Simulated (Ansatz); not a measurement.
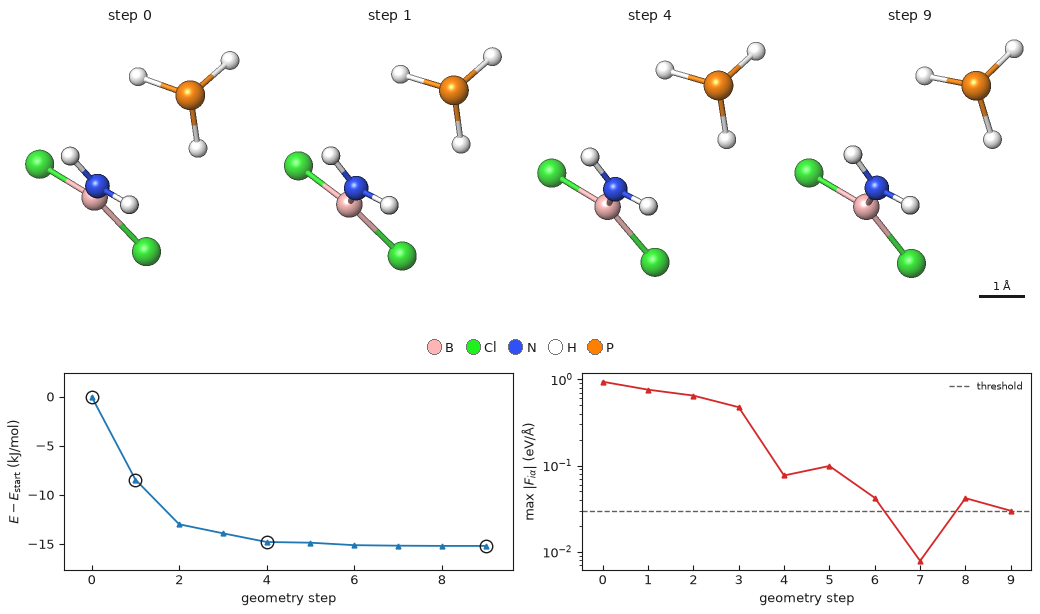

Frames of a relaxation of BPNH₅Cl₂, marked on the history of the run. The picture is a ball-and-stick view, seen from a free direction.

The run prepares an end point of a later path (reaction) calculation, from a guessed geometry.

The calculation used RKS PBE0-D4/def2-SVP in Ansatz. Set-up: no spin polarisation; force threshold 0.03 eV/Å; at most 50 steps.

Describe the path.

Answer. A Cl atom moves most after the best rigid fit: 0.43 Å. Largest moves by element: Cl 0.43 Å, H 0.40 Å, B 0.28 Å, P 0.25 Å, N 0.07 Å. Some distances before and after: B–Cl 1.825 → 1.767 Å, B–N 1.382 → 1.387 Å, B–Cl 1.762 → 1.766 Å. Over 9 geometry steps the energy falls by 15.2 kJ/mol. The largest force component goes from 0.94 to 0.03 eV/Å. The run took 31 s on 2 threads of Arm Neoverse V2 (shared host), peak memory 0.25 GiB. From step 0 to 1: the B atom moves most (0.19 Å), energy −8.44 kJ/mol. From step 1 to 4: a Cl atom moves most (0.22 Å), energy −6.35 kJ/mol. From step 4 to 9: an H atom moves most (0.16 Å), energy −0.40 kJ/mol.

Limits of the set-up: the start holds two separate molecules, 2.6 Å apart at their closest, whose relative position is a soft coordinate.
